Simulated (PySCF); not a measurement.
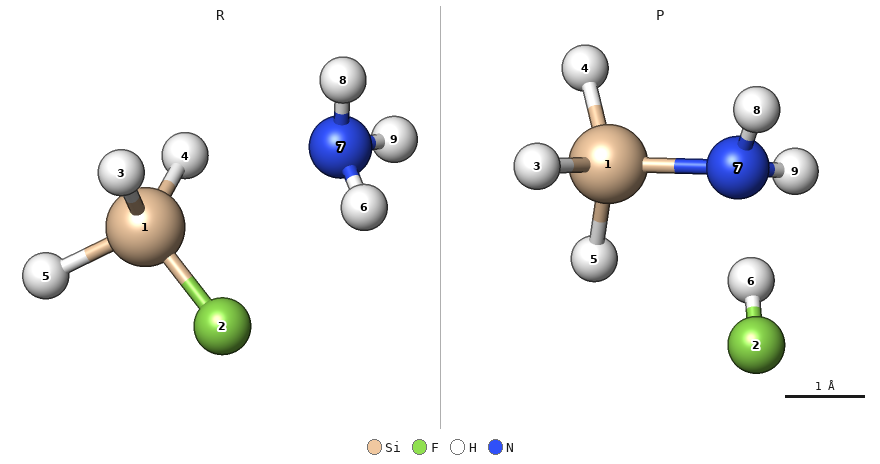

Reactant (R) and product (P) of one elementary step of SiNH$_{6}$F. A ball-and-stick model, seen at a tilt.

Stationary points at PBE0-D4/def2-TZVP, single-point energies with CCSD(T)/CBS, r2SCAN-D4, BHLYP-D4, wB97M-V, PBE0-D4, SPW92 (LDA) (def2-TZVPP where no basis is named; PySCF 2.14.0). The energies are electronic, without zero-point or thermal terms, and both ends are the minima reached downhill from the saddle, with any fragments still in contact. CCSD(T)/CBS stands for a frozen-core estimate: MP2 correlation extrapolated from def2-TZVPP and def2-QZVPP, CCSD(T) minus MP2 from the smaller set.

> What is the transition state like, and how high is the barrier?

Counted by bonded pieces, R holds NH₃ + SiH₃F and P holds HF + SiH₅N. From R over the saddle to P, bonds form: Si1–N7 (2.85 → 1.86 → 1.75 Å), F2–H6 (2.70 → 1.26 → 0.96 Å). Bonds break: Si1–F2 (1.61 → 2.14 → 3.57 Å), H6–N7 (1.01 → 1.17 → 1.69 Å). The saddle has one imaginary mode, 620i cm⁻¹. With CCSD(T)/CBS the barrier is 31.4 kcal/mol from R and 17.9 kcal/mol from P, and P lies 13.4 kcal/mol above R.

```
      level  barrier from R (kcal/mol)  barrier from P (kcal/mol)  P less R (kcal/mol)
CCSD(T)/CBS                       31.4                       17.9                 13.4
  r2SCAN-D4                       28.2                       14.2                 14.0
   BHLYP-D4                       34.5                       19.4                 15.0
    wB97M-V                       30.3                       15.6                 14.7
    PBE0-D4                       27.8                       15.6                 12.1
SPW92 (LDA)                       17.4                        8.1                  9.3
```

Against CCSD(T)/CBS, wB97M-V comes closest on the barrier from R (−1.0 kcal/mol) and SPW92 (LDA) misses most (−14.0 kcal/mol).

The saddle point in the same view, with dashed sticks for the bonds that form or break:

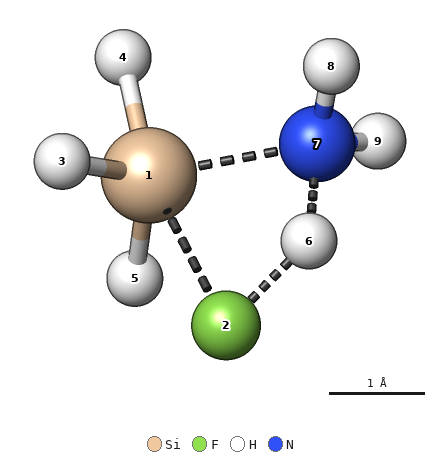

Limits of the set-up: the start holds two separate molecules, 2.7 Å apart at their closest, whose relative position is a soft coordinate.
